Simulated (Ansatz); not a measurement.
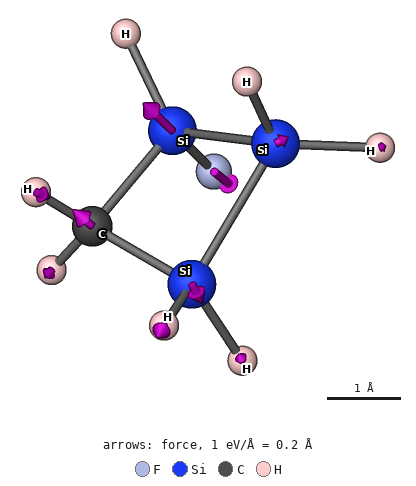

Starting geometry of CH7FSi3 (coarse preliminary run) with the computed forces as purple arrows. The picture is a ball-and-stick view, seen at a tilt.

The start comes from a force field.

These are results of Ansatz, RKS PBE-D4/def2-SVP, not measurements.

Input
```yaml
crystal:
  periodic: [false, false, false]
  atoms:
    - {symbol: F, position_ang: [-1.615600, 1.245600, 1.306600]}
    - {symbol: Si, position_ang: [-0.146000, 1.101800, 0.838300]}
    - {symbol: C, position_ang: [0.370300, -0.691700, 1.095900]}
    - {symbol: Si, position_ang: [-0.199600, -1.242300, -0.583700]}
    - {symbol: Si, position_ang: [0.091500, 0.836500, -1.423600]}
    - {symbol: H, position_ang: [0.744100, 2.124400, 1.481400]}
    - {symbol: H, position_ang: [-0.043500, -1.181600, 1.967700]}
    - {symbol: H, position_ang: [1.526900, -0.787700, 1.183200]}
    - {symbol: H, position_ang: [0.565200, -2.292300, -1.166500]}
    - {symbol: H, position_ang: [-1.708500, -1.626100, -0.503900]}
    - {symbol: H, position_ang: [-1.000800, 1.393400, -2.255900]}
    - {symbol: H, position_ang: [1.493000, 1.064800, -1.905500]}
basis:
  gaussian: {orbitals: def2-SVP}
hamiltonian: {xc: pbe, dispersion: d4}
relax: {f_tol: 0.03, max_steps: 200}
```

Command:
```bash
ansatz run in.yaml --threads 4 --pin off --events-out ev --progress --plain --max-ram 10444MiB
```

What follows when this structure is relaxed?

Answer. It isn't relaxed: the largest force vector, on Si2, is 4.04 eV/Å. The final displacements follow the starting forces only in part (cosine between the two patterns 0.43). After 5 geometry steps the energy has fallen by 54.5 kJ/mol. The largest force component goes from 4 to 0.016 eV/Å. H9 moves most after the best rigid fit: 0.19 Å. Largest moves by element: H 0.19 Å, F 0.14 Å, Si 0.09 Å, C 0.02 Å. Some distances before and after: Si4–Si5 2.261 → 2.371 Å, F1–Si2 1.549 → 1.650 Å, Si4–H9 1.424 → 1.507 Å, Si2–Si5 2.290 → 2.367 Å. Bond angles that change, for instance: Si5–Si2–H6 116.2° → 124.0°, H11–Si5–H12 116.8° → 110.2°, Si2–Si5–H11 115.8° → 121.4°.
